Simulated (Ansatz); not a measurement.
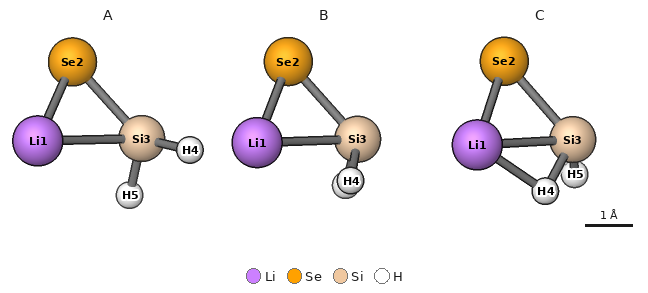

3 geometries from a converged minimum-energy path of LiSiH$_{2}$Se (multiplicity 2), shuffled. Style: ball-and-stick. Shown from a free direction.

These are results of UKS PBE-D4/def2-SVP (Ansatz 0.2.0), not measurements. Settings: 5 movable images; climbing image; force threshold 0.05 eV/Å; iteration limit 60; starting path by image-dependent pair potential.

Question: Which frame is the top of the path?

Answer: A. In order along the path, whose images run from 0 to 6: C (image 0, 0.00 eV), B (image 1, +0.09 eV), A (image 3, +0.30 eV). The motion is an umbrella inversion at Si3. No bond forms or breaks between the ends. Among the angles between lasting bonds that change up to the highest image: Li1–Si3–H4 46.2° → 99.0°, Li1–Si3–H5 121.1° → 99.5°.

Cost: 2.1 min on 1 thread of Arm Neoverse V1, with other jobs on the host, peak memory 0.25 GiB.
